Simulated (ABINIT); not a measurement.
# How the form of the self-energy moves the gap of MgO (Fm-3m)

How much does the gap of MgO (Fm-3m) depend on the approximation to the self-energy?

Main program and level: ABINIT 10.8.3; PBE and many-body steps on it, plane waves.

**What was measured.**

- Gap 7.83 eV: literature experimental gap; bulk crystal (quoted in “Electronic structure of alkaline earth and post-transition metal oxides”, 2009, arxiv:0908.1581).

## Step 1: The starting structure

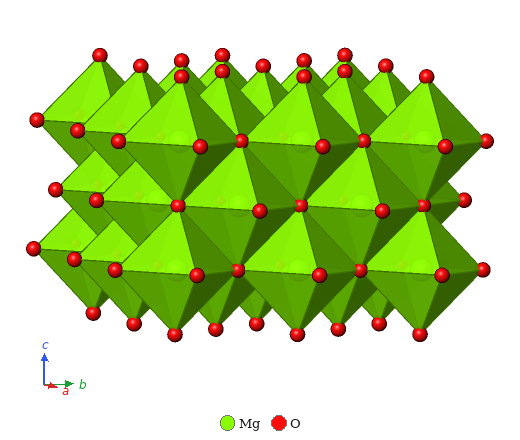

Start, viewed slightly off an axis; magnesium green, oxygen red. 2×2×1 cells are drawn. This picture shows the conventional cell, with its axes. Some periodic images of atoms are drawn too.

The cell and positions are those that the Materials Project relaxed with its own functionals (PBE, PBE+U or r2SCAN), kept fixed.

## Step 2: Empty states on the mesh, 6×6×6 mesh, 171 bands

This step: ABINIT 10.8.3; DFT, PBE, plane waves, norm-conserving pseudopotentials.

The sums over transitions need many empty states on a uniform mesh; this step solves for them.

Contents of run.abi:

```
acell 3*1.0 Angstrom
rprim 
  -0.000000000000 2.097001392700 2.097001392700
  2.097001392700 0.000000000000 2.097001392700
  2.097001392700 2.097001392700 0.000000000000
ntypat 2
znucl 12 8
natom 2
typat 1 2
xred 
  0.000000000000 0.000000000000 0.000000000000
  0.500000000000 0.500000000000 0.500000000000
pp_dirpath "pseudos"
pseudos "Mg.upf, O.upf"
ecut 38
ngkpt 6 6 6
nshiftk 1
shiftk 0 0 0
kptopt 1
chksymbreak 0
irdden 1
istwfk *1
nband 171
prtvol 0
optdriver 6
gwr_task "HDIAGO"
paral_kgb 0
occopt 1
indata_prefix "in"
outdata_prefix "out"
tmpdata_prefix "tmp"
```

Launch:

```bash
$ OMP_NUM_THREADS=1 mpirun -n 8 abinit run.abi > log
```

The log of the run:

```text
.Version 10.8.3 of ABINIT. v10.8.2 released Aug 2026.

 Symmetries : space group Fm -3 m (#225); Bravais cF (face-center cubic)
[... echo of the input left out ...]
== DATASET  1 ==================================================================
-   mpi_nproc: 8, omp_nthreads: 1 (-1 if OMP is not activated)

--- !DatasetInfo
iteration_state: {dtset: 1, }
dimensions: {natom: 2, nkpt: 16, mband: 171, nsppol: 1, nspinor: 1, nspden: 1, mpw: 1411, }
cutoff_energies: {ecut:  38.0, pawecutdg:  -1.0, }
[...]
Direct band gap semiconductor
 Fundamental gap:     4.895 (eV)
   VBM:     4.841 (eV) at k: [ 0.0000E+00,  0.0000E+00,  0.0000E+00]
   CBM:     9.736 (eV) at k: [ 0.0000E+00,  0.0000E+00,  0.0000E+00]
 Direct gap:         4.895 (eV) at k: [ 0.0000E+00,  0.0000E+00,  0.0000E+00]

== END DATASET(S) ==============================================================
================================================================================

 -outvars: echo values of variables after computation  --------
           etotal      0.0000000000E+00
            nband         171
             nkpt          16
          spgroup         225
 [... the other variables as echoed above ...]

 Calculation completed.
```

Wall time 4.8 s (8 MPI ranks of Intel Xeon Platinum 8488C (Sapphire Rapids), shared host); peak memory 1.4 GiB.

This step gave:

```yaml
gap: 4.895 eV
k_of_the_valence_top: 0, 0, 0
k_of_the_conduction_bottom: 0, 0, 0
least_direct_gap: 4.895 eV
k_points_computed: 16
lowest_point_of_the_top_converged_band_above_the_valence_top: 218.9456 eV
```

On this mesh the gap is 4.895 eV.

The density comes from a self-consistent run that is not shown.

## Step 3: Screening, 6×6×6 mesh, 163 bands, screening to 304.8 eV

The RPA dielectric matrix is built and inverted for each q.

This step: RPA screening on PBE, plane waves, norm-conserving pseudopotentials.

Changes to run.abi since step 2:

```diff
@@ -20,10 +20,11 @@
 chksymbreak 0
-irdden 1
 istwfk *1
-nband 171
-prtvol 0
-optdriver 6
-gwr_task "HDIAGO"
-paral_kgb 0
 occopt 1
+irdwfk 1
+optdriver 3
+nband 163
+ecuteps 11.2
+inclvkb 2
+awtr 1
+symchi 1
 indata_prefix "in"
```

The log of the run:

```text
.Version 10.8.3 of ABINIT. v10.8.2 released Aug 2026.

 Symmetries : space group Fm -3 m (#225); Bravais cF (face-center cubic)
[... echo of the input left out ...]
== DATASET  1 ==================================================================
-   mpi_nproc: 8, omp_nthreads: 1 (-1 if OMP is not activated)

--- !DatasetInfo
iteration_state: {dtset: 1, }
dimensions: {natom: 2, nkpt: 16, mband: 163, nsppol: 1, nspinor: 1, nspden: 1, mpw: 1411, }
cutoff_energies: {ecut:  38.0, pawecutdg:  -1.0, }
electrons: {nelect:   1.60000000E+01, charge:   0.00000000E+00, occopt:   1.00000000E+00, tsmear:   1.00000000E-02, }

 SCREENING: Calculation of the susceptibility and dielectric matrices

 Based on a program developped by R.W. Godby, V. Olevano, G. Onida, and L. Reining.
 Incorporated in ABINIT by V. Olevano, G.-M. Rignanese, and M. Torrent.
.Using double precision arithmetic ; gwpc =  8

[... cell and pseudopotentials left out ...]
--------------------------------------------------------------------------------

 ==== K-mesh for the wavefunctions ====
 Number of points in the irreducible wedge :    16
[... list of points left out ...]
 Together with 48 symmetry operations and time-reversal symmetry
 yields   216 points in the full Brillouin Zone.

 ==== Q-mesh for the screening function ====
 Number of points in the irreducible wedge :    16
[... list of points left out ...]
 Together with 48 symmetry operations and time-reversal symmetry
 yields   216 points in the full Brillouin Zone.

 setmesh: FFT mesh size selected  =    24x   24x   24
          total number of points  =        13824

 vcoul_init : cutoff-mode = AUXILIARY_FUNCTION
 q-points for optical limit:   1
     1)      0.000010    0.000020    0.000030

- screening: taking advantage of time-reversal symmetry
- Maximum band index for partially occupied states nbvw = 8
- Remaining bands to be divided among processors   nbcw = 155
- Number of bands treated by each node ~19

 Number of electrons calculated from density =   16.0000; Expected =   16.0000
 average of density, n =  0.128557
 r_s =    1.2291
 omega_plasma =   34.5863 [eV]

 calculating chi0 at frequencies [eV] :
  1    0.000000E+00    0.000000E+00
  2    0.000000E+00    3.458631E+01

--------------------------------------------------------------------------------
  q-point number  1        q = ( 0.000000, 0.000000, 0.000000) [r.l.u.]
--------------------------------------------------------------------------------
[... chi0 elements left out ...]
 For q-point:  0.000010 0.000020 0.000030
  dielectric constant =   3.0176
  dielectric constant without local fields =   3.2383

  Average fulfillment of the sum rule on Im[epsilon] for q-point    1 :     86.14  [%]
[... wings left out ...]
  q-point number  2        q = ( 0.166667, 0.000000, 0.000000) [r.l.u.]
--------------------------------------------------------------------------------
[... chi0 elements left out ...]
  Average fulfillment of the sum rule on Im[epsilon] for q-point    2 :     97.25  [%]

 [... 14 further q-points ...]
```

Run time: 70 s. Hardware: 8 MPI ranks; peak memory 1.6 GiB.

Numbers from this step:

```yaml
eps_infinity_with_local_fields_on_this_mesh_along_the_program_s_q_direction: 3.018
the_same_without_local_fields: 3.238
plasma_frequency: 34.59 eV
plane_waves_in_the_screening_matrix: 229
```

Local fields lower ε∞ by 7 %.

## Step 4: G0W0, Godby-Needs plasmon pole

The self-energy is evaluated for the states that the input lists, and the levels follow from it, in one-shot runs by the linearised quasiparticle equation.

This step: G0W0 on PBE, plane waves, norm-conserving pseudopotentials.

Changes to run.abi since step 3:

```diff
@@ -23,8 +23,15 @@
 irdwfk 1
-optdriver 3
+optdriver 4
 nband 163
+gwcalctyp 0
+ecutsigx 38
+symsigma 1
+nkptgw 1
+kptgw 
+  0.0000000000 0.0000000000 0.0000000000
+bdgw 
+  6 12
 ecuteps 11.2
-inclvkb 2
-awtr 1
-symchi 1
+irdscr 1
+ppmodel 1
 indata_prefix "in"
```

The log of the run:

```text
.Version 10.8.3 of ABINIT. v10.8.2 released Aug 2026.

 Symmetries : space group Fm -3 m (#225); Bravais cF (face-center cubic)
[... echo of the input left out ...]
== DATASET  1 ==================================================================
-   mpi_nproc: 8, omp_nthreads: 1 (-1 if OMP is not activated)

--- !DatasetInfo
iteration_state: {dtset: 1, }
dimensions: {natom: 2, nkpt: 16, mband: 163, nsppol: 1, nspinor: 1, nspden: 1, mpw: 1411, }
cutoff_energies: {ecut:  38.0, pawecutdg:  -1.0, }
electrons: {nelect:   1.60000000E+01, charge:   0.00000000E+00, occopt:   1.00000000E+00, tsmear:   1.00000000E-02, }

 SIGMA: Calculation of the GW corrections

 Based on a program developped by R.W. Godby, V. Olevano, G. Onida, and L. Reining.
 Incorporated in ABINIT by V. Olevano, G.-M. Rignanese, and M. Torrent.
.Using double precision arithmetic ; gwpc =  8

[... cell and pseudopotentials left out ...]
--------------------------------------------------------------------------------

 ==== K-mesh for the wavefunctions ====
 Number of points in the irreducible wedge :    16
[... list of points left out ...]
 Together with 48 symmetry operations and time-reversal symmetry
 yields   216 points in the full Brillouin Zone.

 ==== Q-mesh for screening function ====
 Number of points in the irreducible wedge :    16
[... list of points left out ...]
 Together with 48 symmetry operations and time-reversal symmetry
 yields   216 points in the full Brillouin Zone.

 vcoul_init : cutoff-mode = AUXILIARY_FUNCTION
 q-points for optical limit:   1
     1)      0.000010    0.000020    0.000030
 setmesh: FFT mesh size selected  =    32x   32x   32
          total number of points  =        32768

 Number of electrons calculated from density =   16.0000; Expected =   16.0000
 average of density, n =  0.128557
 r_s =    1.2291
 omega_plasma =   34.5863 [eV]

 === KS Band Gaps ===
  >>>> For spin  1
   Minimum direct gap =   4.8948 [eV], located at k-point      :   0.0000  0.0000  0.0000
   Fundamental gap    =   4.8948 [eV], Top of valence bands at :   0.0000  0.0000  0.0000
                                       Bottom of conduction at :   0.0000  0.0000  0.0000
 SIGMA fundamental parameters:
 PLASMON POLE MODEL  1
 number of plane-waves for SigmaX                 1411
 number of plane-waves for SigmaC and W            229
 number of plane-waves for wavefunctions          1411
 number of bands                                   163
 number of independent spin polarizations            1
 number of spinorial components                      1
 number of k-points in IBZ                          16
 number of q-points in IBZ                          16
 number of symmetry operations                      48
 number of k-points in BZ                          216
 number of q-points in BZ                          216
 number of frequencies for dSigma/dE                 9
 frequency step for dSigma/dE [eV]                0.25
 number of omega for Sigma on real axis              0
 max omega for Sigma on real axis  [eV]           0.00
 zcut for avoiding poles [eV]                     0.10

 EPSILON^-1 parameters (SCR file):
 dimension of the eps^-1 matrix on file            229
 dimension of the eps^-1 matrix used               229
 number of plane-waves for wavefunctions          1411
 number of bands                                   163
 number of q-points in IBZ                          16
 number of frequencies                               2
 number of real frequencies                          1
 number of imag frequencies                          1

 matrix elements of self-energy operator (all in [eV])

 Perturbative Calculation

--- !SelfEnergy_ee
iteration_state: {dtset: 1, }
kpoint     : [   0.000,    0.000,    0.000, ]
spin       : 1
KS_gap     :    4.895
QP_gap     :    7.269
Delta_QP_KS:    2.374
data: !SigmaeeData |
     Band     E0 <VxcDFT>   SigX SigC(E0)      Z dSigC/dE  Sig(E)    E-E0       E
        6   4.841 -20.153 -25.631   3.575   0.807  -0.239 -21.689  -1.535   3.306
        7   4.841 -20.153 -25.631   3.575   0.807  -0.239 -21.689  -1.535   3.306
        8   4.841 -20.153 -25.631   3.575   0.807  -0.239 -21.689  -1.535   3.306
        9   9.736 -13.562  -8.944  -3.637   0.855  -0.170 -12.723   0.838  10.574
       10  20.877  -9.643  -3.728  -4.681   0.862  -0.160  -8.579   1.064  21.941
       11  20.877  -9.643  -3.728  -4.681   0.862  -0.160  -8.579   1.064  21.941
       12  20.877  -9.643  -3.728  -4.681   0.862  -0.160  -8.579   1.064  21.941

== END DATASET(S) ==============================================================
================================================================================

 -outvars: echo values of variables after computation  --------
           etotal      0.0000000000E+00
            nband         163
             nkpt          16
          spgroup         225
 [... the other variables as echoed above ...]

 Calculation completed.
```

Elapsed: 7 s, on 8 MPI ranks; peak memory 1.6 GiB.

Numbers from this step:

* G0W0 gap on the points computed: 7.268 eV
* starting gap on the mesh: 4.895 eV
* k of the valence top: 0, 0, 0
* k of the conduction bottom: 0, 0, 0
* Z at the valence top: 0.807
* Z at the conduction bottom: 0.855
* least direct G0W0 gap on the computed points: 7.268 eV

The gap on the mesh goes from 4.89 eV to 7.27 eV, a correction of +2.37 eV.

## Step 5: G0W0, Hybertsen-Louie plasmon pole

Changes to run.abi since step 4:

```diff
@@ -35,3 +35,3 @@
 irdscr 1
-ppmodel 1
+ppmodel 2
 indata_prefix "in"
```

The log of the run:

```text
.Version 10.8.3 of ABINIT. v10.8.2 released Aug 2026.

 Symmetries : space group Fm -3 m (#225); Bravais cF (face-center cubic)
[... echo of the input left out ...]
== DATASET  1 ==================================================================
-   mpi_nproc: 8, omp_nthreads: 1 (-1 if OMP is not activated)

--- !DatasetInfo
iteration_state: {dtset: 1, }
dimensions: {natom: 2, nkpt: 16, mband: 163, nsppol: 1, nspinor: 1, nspden: 1, mpw: 1411, }
cutoff_energies: {ecut:  38.0, pawecutdg:  -1.0, }
electrons: {nelect:   1.60000000E+01, charge:   0.00000000E+00, occopt:   1.00000000E+00, tsmear:   1.00000000E-02, }

 SIGMA: Calculation of the GW corrections

 Based on a program developped by R.W. Godby, V. Olevano, G. Onida, and L. Reining.
 Incorporated in ABINIT by V. Olevano, G.-M. Rignanese, and M. Torrent.
.Using double precision arithmetic ; gwpc =  8

[... cell and pseudopotentials left out ...]
--------------------------------------------------------------------------------

 ==== K-mesh for the wavefunctions ====
 Number of points in the irreducible wedge :    16
[... list of points left out ...]
 Together with 48 symmetry operations and time-reversal symmetry
 yields   216 points in the full Brillouin Zone.

 ==== Q-mesh for screening function ====
 Number of points in the irreducible wedge :    16
[... list of points left out ...]
 Together with 48 symmetry operations and time-reversal symmetry
 yields   216 points in the full Brillouin Zone.

 vcoul_init : cutoff-mode = AUXILIARY_FUNCTION
 q-points for optical limit:   1
     1)      0.000010    0.000020    0.000030
 setmesh: FFT mesh size selected  =    32x   32x   32
          total number of points  =        32768

 Number of electrons calculated from density =   16.0000; Expected =   16.0000
[...]
number of q-points in BZ                          216
 number of frequencies for dSigma/dE                 9
 frequency step for dSigma/dE [eV]                0.25
 number of omega for Sigma on real axis              0
 max omega for Sigma on real axis  [eV]           0.00
 zcut for avoiding poles [eV]                     0.10

 EPSILON^-1 parameters (SCR file):
 dimension of the eps^-1 matrix on file            229
 dimension of the eps^-1 matrix used               229
 number of plane-waves for wavefunctions          1411
 number of bands                                   163
 number of q-points in IBZ                          16
 number of frequencies                               2
 number of real frequencies                          1
 number of imag frequencies                          1

 matrix elements of self-energy operator (all in [eV])

 Perturbative Calculation

--- !SelfEnergy_ee
iteration_state: {dtset: 1, }
kpoint     : [   0.000,    0.000,    0.000, ]
spin       : 1
KS_gap     :    4.895
QP_gap     :    7.703
Delta_QP_KS:    2.809
data: !SigmaeeData |
     Band     E0 <VxcDFT>   SigX SigC(E0)      Z dSigC/dE  Sig(E)    E-E0       E
        6   4.841 -20.153 -25.631   2.716   0.885  -0.130 -22.598  -2.444   2.397
        7   4.841 -20.153 -25.631   2.716   0.885  -0.130 -22.598  -2.444   2.397
        8   4.841 -20.153 -25.631   2.716   0.885  -0.130 -22.598  -2.444   2.397
        9   9.736 -13.562  -8.944  -4.212   0.899  -0.112 -13.197   0.364  10.100
       10  20.877  -9.643  -3.728  -5.099   0.905  -0.105  -8.905   0.738  21.615
       11  20.877  -9.643  -3.728  -5.099   0.905  -0.105  -8.905   0.738  21.615
       12  20.877  -9.643  -3.728  -5.099   0.905  -0.105  -8.905   0.738  21.615

== END DATASET(S) ==============================================================
================================================================================

 -outvars: echo values of variables after computation  --------
           etotal      0.0000000000E+00
            nband         163
             nkpt          16
          spgroup         225
 [... the other variables as echoed above ...]

 Calculation completed.
```

Wall time 6.9 s (8 MPI ranks); peak memory 1.5 GiB.

This step gave:

- G0W0 gap on the points computed: 7.703 eV
- starting gap on the mesh: 4.895 eV
- k of the valence top: 0, 0, 0
- k of the conduction bottom: 0, 0, 0
- Z at the valence top: 0.885
- Z at the conduction bottom: 0.899
- least direct G0W0 gap on the computed points: 7.703 eV

Against G0W0 in ABINIT (6×6×6 mesh, 163 bands, screening to 304.8 eV, Godby-Needs plasmon pole), the gap moves by +0.435 eV.

## Step 6: G0W0, von der Linden-Horsch plasmon pole

Changes to run.abi since step 5:

```diff
@@ -35,3 +35,3 @@
 irdscr 1
-ppmodel 2
+ppmodel 3
 indata_prefix "in"
```

The log of the run:

```text
.Version 10.8.3 of ABINIT. v10.8.2 released Aug 2026.

 Symmetries : space group Fm -3 m (#225); Bravais cF (face-center cubic)
[... echo of the input left out ...]
== DATASET  1 ==================================================================
-   mpi_nproc: 8, omp_nthreads: 1 (-1 if OMP is not activated)

--- !DatasetInfo
iteration_state: {dtset: 1, }
dimensions: {natom: 2, nkpt: 16, mband: 163, nsppol: 1, nspinor: 1, nspden: 1, mpw: 1411, }
cutoff_energies: {ecut:  38.0, pawecutdg:  -1.0, }
[...]
10  20.877  -9.643  -3.728  -5.161   0.921  -0.086  -8.949   0.695  21.571
       11  20.877  -9.643  -3.728  -5.161   0.921  -0.086  -8.949   0.695  21.571
       12  20.877  -9.643  -3.728  -5.161   0.921  -0.086  -8.949   0.695  21.571

== END DATASET(S) ==============================================================
================================================================================

 -outvars: echo values of variables after computation  --------
           etotal      0.0000000000E+00
            nband         163
             nkpt          16
          spgroup         225
 [... the other variables as echoed above ...]

 Calculation completed.
```

The job ended after 4.9 s (8 MPI ranks; peak memory 1 GiB).

Numbers from this step:

```yaml
g0w0_gap_on_the_points_computed: 7.524 eV
starting_gap_on_the_mesh: 4.895 eV
k_of_the_valence_top: 0, 0, 0
k_of_the_conduction_bottom: 0, 0, 0
least_direct_g0w0_gap_on_the_computed_points: 7.524 eV
```

Against G0W0 in ABINIT (6×6×6 mesh, 163 bands, screening to 304.8 eV, Godby-Needs plasmon pole), the gap moves by +0.256 eV.

## Step 7: G0W0, Engel-Farid plasmon pole

Changes to run.abi since step 6:

```diff
@@ -35,3 +35,3 @@
 irdscr 1
-ppmodel 3
+ppmodel 4
 indata_prefix "in"
```

The log of the run:

```text
.Version 10.8.3 of ABINIT. v10.8.2 released Aug 2026.

 Symmetries : space group Fm -3 m (#225); Bravais cF (face-center cubic)
[... echo of the input left out ...]
== DATASET  1 ==================================================================
-   mpi_nproc: 8, omp_nthreads: 1 (-1 if OMP is not activated)

--- !DatasetInfo
iteration_state: {dtset: 1, }
dimensions: {natom: 2, nkpt: 16, mband: 163, nsppol: 1, nspinor: 1, nspden: 1, mpw: 1411, }
cutoff_energies: {ecut:  38.0, pawecutdg:  -1.0, }
[...]
10  20.877  -9.643  -3.728  -4.828   0.876  -0.141  -8.691   0.952  21.829
       11  20.877  -9.643  -3.728  -4.828   0.876  -0.141  -8.691   0.952  21.829
       12  20.877  -9.643  -3.728  -4.828   0.876  -0.141  -8.691   0.952  21.829

== END DATASET(S) ==============================================================
================================================================================

 -outvars: echo values of variables after computation  --------
           etotal      0.0000000000E+00
            nband         163
             nkpt          16
          spgroup         225
 [... the other variables as echoed above ...]

 Calculation completed.
```

The job ended after 4.9 s (8 MPI ranks; peak memory 1 GiB).

This step gave:

```yaml
g0w0_gap_on_the_points_computed: 7.413 eV
starting_gap_on_the_mesh: 4.895 eV
k_of_the_valence_top: 0, 0, 0
k_of_the_conduction_bottom: 0, 0, 0
least_direct_g0w0_gap_on_the_computed_points: 7.413 eV
```

Against G0W0 in ABINIT (6×6×6 mesh, 163 bands, screening to 304.8 eV, Godby-Needs plasmon pole), the gap moves by +0.145 eV.

[end of part 1 of 2]

[Paths, hosts, dates, memory and timing lines, banners, echoed tables and standing remarks are left out of the program output.]

[Logs are printed without paths, hosts, clocks, repeated set-up lines and the standing remarks that a program may print on its own settings, such as how far it seeks lower states.]

[Runs of the session that timed out or met a known fault of the program may be left out.]

[Hosts, paths, dates, database ids (printed as entryN), source tags and the programs' standing remarks are cut or masked in the printed files.]

[G0W0 gaps are taken among the corrected bands and points alone; a level outside them can change the order at an edge.]

[Where Ansatz stands beside ABINIT at settings called matched, ABINIT's density can come from a denser mesh and the files from another edition; pairs whose starting gaps differed by over 0.03 eV were left out, so agreement reads better than it is.]
